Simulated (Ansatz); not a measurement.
Level of theory: PBE (plane waves to 420 eV, PAW; Ansatz, a quantum-chemistry and plane-wave program).

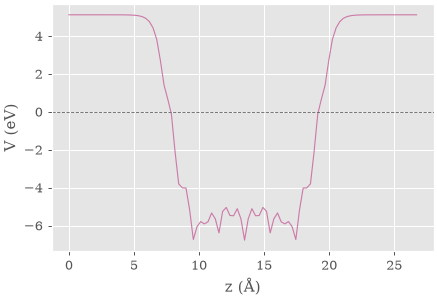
Figure. Planar average of the electrostatic potential across the slab, in eV from the highest filled level, for the (10-11) surface of corundum in its 1x1 cell (cut with top plane Al, bottom plane Al), relaxed from an ideal cut (the real face may reconstruct), outermost plane spacing 0.41 Å in the ideal cut (one of several cuts of this face), with 1.33 Al a cell over the bulk's ratio (in the relaxation 2 Al–O bonds broke)

Model: 28-atom slab, Al12O16, 10.7 Å thick at the start, 6x6x1 mesh, Fermi-Dirac 0.025 eV, dipole correction, all atoms relaxed; symmetry of the start imposed; no spin, no spin-orbit, no U.

The vacuum level lies 5.12 eV above the highest filled level over the top face and 5.12 eV above it under the bottom face.
